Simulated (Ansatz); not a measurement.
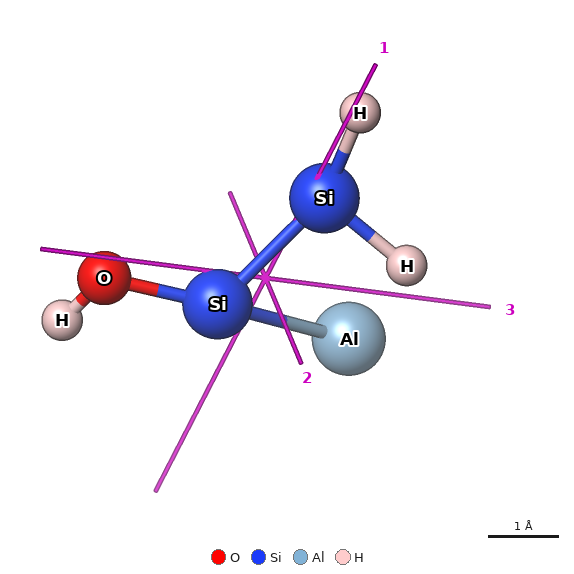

The three principal axes of inertia are drawn and numbered. Depth is shown by fading: the farther an atom, the more it takes the colour of the background. The geometry was computed by an optimisation with PBE-D4/def2-SVP. No frequency run is at hand to confirm it as a minimum. Masses are those of the most abundant isotopes; constants are for the rigid equilibrium geometry.

Question: Which line is the a axis (least moment of inertia), which b and which c?

Answer: a is line 3, b is line 1, c is line 2; the moments are 120, 205, 316 u Å².

Question: What kind of rotor is it, and what are its rotational constants in cm⁻¹?

Answer: An asymmetric top (C1): A = 0.141, B = 0.0822, C = 0.0533 cm⁻¹. Ray's parameter κ is −0.34, nearer the prolate limit.
